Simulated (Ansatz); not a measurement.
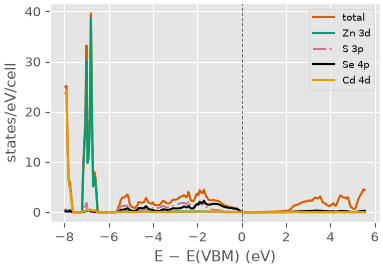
*Total and projected density of states of ZnCdSeS in space group P3m1 (No. 156; Zn on 1b, Cd on 1a, Se on 1b, S on 1a), plane-wave PAW LDA (Ansatz code)*

Q: Which orbitals carry the states next to the gap?

A: Top 1 eV of the valence band: Se 4p 78 %, S 3p 12 %, Cd 4d 5 %. Bottom 1 eV of the conduction band: Zn 4s 38 %, Cd 5s 14 %, S 3s 14 %, S 3p 12 %, Se 4p 9 %, Se 4s 7 %. Projections are on Löwdin-orthogonalised atomic valence shells; empty p or d shells of many metals are not among them.

Q: Where is the tallest occupied peak in this window, and what makes it?

A: Near -6.8 eV, about 40 states/eV per cell; the largest projected share is Zn 3d.

The workflow started from a Materials Project entry (that database holds measured and hypothetical structures alike); the Crystallography Open Database copy checked does not list it. Whether it is the stable phase at ambient conditions was not checked. The LDA relaxation kept the symmetry of its start; of distortions, only those at the zone centre were tested. Spin–orbit coupling is left out wherever it is not named.

Potentials: the later of the program's two PAW sets.
